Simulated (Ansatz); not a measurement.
**AlRu (CsCl type): scan of one atom of the cell**

Relaxed AlRu (CsCl type):

```
AlRu
1.0
    6.00740     0.00000     0.00000
    0.00000     3.00370     0.00000
    0.00000     0.00000     3.00370
Al Ru
2 2
Direct
  0.00000   0.00000   0.00000
  0.50000   0.00000   0.00000
  0.25000   0.50000   0.50000
  0.75000   0.50000   0.50000
```

Scan: atom 4 (Ru, nearest neighbour Al at 2.601 Å; its periodic images, 3.0 Å or more away, move with it) is displaced along Cartesian [110], direction (0.707, 0.707, 0.000) in Cartesian axes, by s. The other atoms stay.

All values below come from PBE (plane waves to 420 eV, PAW, scalar-relativistic; Ansatz, an electronic-structure program). k mesh 6×12×12 (Γ-centred), Fermi-Dirac smearing 0.05 eV. The energy includes the smearing's −TS. With partly filled bands, energies and forces of such displacements shift with the k mesh and the smearing. AlRu is run without spin polarisation. AlRu was relaxed with its symmetry unable to fall. The zero of ΔE is the undisplaced structure.

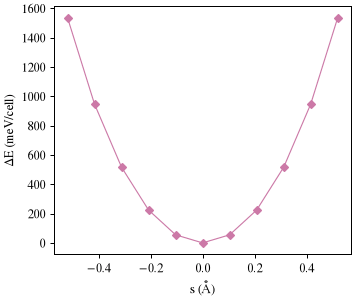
Fig. 1. ΔE (meV/cell) against s (Å); one marker a computed point.

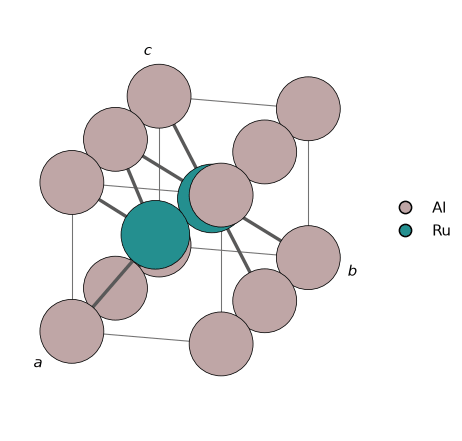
Figure: The cell of the calculation at s = -0.520 Å.

The energy at s = 0.520 Å comes out as 1536 meV/cell and the force along the line at s = -0.520 Å comes out as 6.52 eV/Å. Symmetry of the curve: even: the same for both signs. Shape of the curve: a single well with its minimum at or next to zero displacement. Harmonic estimate at the end of the scan: ½ks² = 1372 meV/cell against the computed 1536 meV/cell, so the well is stiffer than harmonic there.

With its periodic images moving along, the atom's site symmetry in this cell is 4/mmm.

(For displaced atoms, the force is minus the slope of the energy, and its curvature is a force constant, which sets phonon frequencies.)
